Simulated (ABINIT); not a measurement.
Band structure of Al (Fm-3m, 1 atom in the cell).

```xyz
1
Lattice="0.0000 2.0152 2.0152 2.0152 0.0000 2.0152 2.0152 2.0152 0.0000" Properties=species:S:1:pos:R:3 pbc="T T T"
Al     0.0000     0.0000     0.0000
```

Computed with PBE, norm-conserving pseudopotentials (PseudoDojo nc-sr-05 PBE standard) (plane waves; ABINIT).

Settings: pseudos = [Al.upf]; ecut = 40 Ry; ixc = 11; occopt = 3; tsmear = 0.00367493 Ha; ngkpt = 10 10 10; nshiftk = 1; shiftk = 0 0 0; potentials = PseudoDojo nc-sr-05 PBE standard; kptopt = 1; nstep = 100; tolvrs1 = 1e-12; ndtset = 2.

The starting cell comes from a database of computed structures (which also holds hypothetical and non-ambient phases and stackings), without a prior relaxation at this level. Its lattice was rescaled by a random factor within 2.5 % of one.

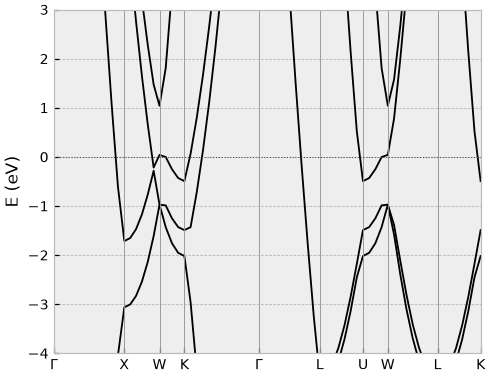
Figure: Bands along the path, energies from the Fermi level.

Levels in eV from the Fermi level, bands 1 to 6:
| point | 1 | 2 | 3 | 4 | 5 | 6 |
|---|---|---|---|---|---|---|
| Γ | -11.31 | 12.54 | 12.54 | 12.54 | 14.08 | 14.08 |
| X | -3.06 | -1.71 | 5.14 | 5.52 | 5.52 | 9.03 |
| W | -0.97 | -0.97 | 0.04 | 1.04 | 15.77 | 15.77 |
| K | -2.02 | -1.49 | -0.49 | 6.49 | 8.13 | 15.64 |
| L | -4.74 | -4.50 | 11.37 | 11.37 | 11.38 | 11.38 |
| U | -2.02 | -1.49 | -0.49 | 6.49 | 8.13 | 15.64 |

Bands cross the Fermi level along this path, so the cell is metallic at this level.
